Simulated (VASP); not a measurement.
Band structure of SnGe (relaxed from the NiAs structure, space group P6_3/mmc). Computed with LDA (Ceperley-Alder, Perdew-Zunger), VASP's LDA PAW potentials (set 64) (plane waves; VASP).

Unless said otherwise, spin-orbit coupling is left out, though it shifts the bands of the heavy elements here.

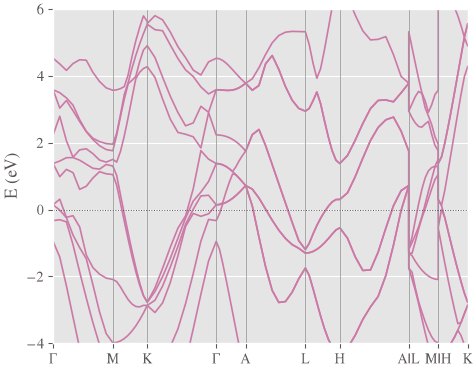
*Bands along high-symmetry lines, zero at the valence-band maximum or, without a gap, the Fermi level*

**Question.** Read the plot: is there a gap, and where are the band edges?

**Answer.** It has no gap at this level: it comes out as a metal or semimetal. (Edges off the drawn lines would not show.)

The structure was generated: SnGe was put into the NiAs type (P6_3/mmc), which need not be its known phase. It was relaxed first, which changed the volume by -7 %.
